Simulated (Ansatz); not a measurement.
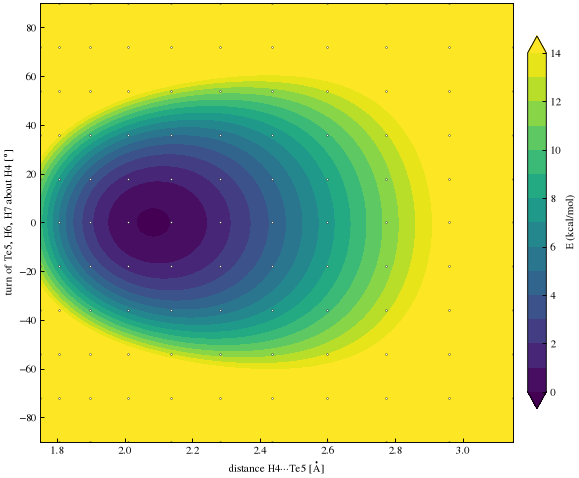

The pair H₃O···H₂Te, charge +1. The turn is about an axis along (0.96, −0.04, 0.29) in the frame of the relaxed pair, normal to the line between the partners. Coordinates scanned: (1) distance H4···Te5; (2) turn of Te5, H6, H7 about H4. Grid: 11 × 11 points. Points are written as (first, second). Energies: kcal/mol, counted from the lowest grid point. Computed with Ansatz, RKS PBE0-D4/def2-TZVPD.

Drawn: filled contours, dots at the grid points, one colour for all values above the top of the scale. Between grid points the surface is interpolated.

### Estimate the position of the minimum and the force constants in these coordinates.

The interpolated minimum is at distance H4···Te5 ≈ 2.083 Å, turn of Te5, H6, H7 about H4 ≈ 0°. The curvatures there are about 4.7 eV/Å² and 1.1 eV/rad², with a cross term of about 0 eV/(Å·rad). Round the minimum the two coordinates are nearly uncoupled. (1 eV is 23.1 kcal/mol.)
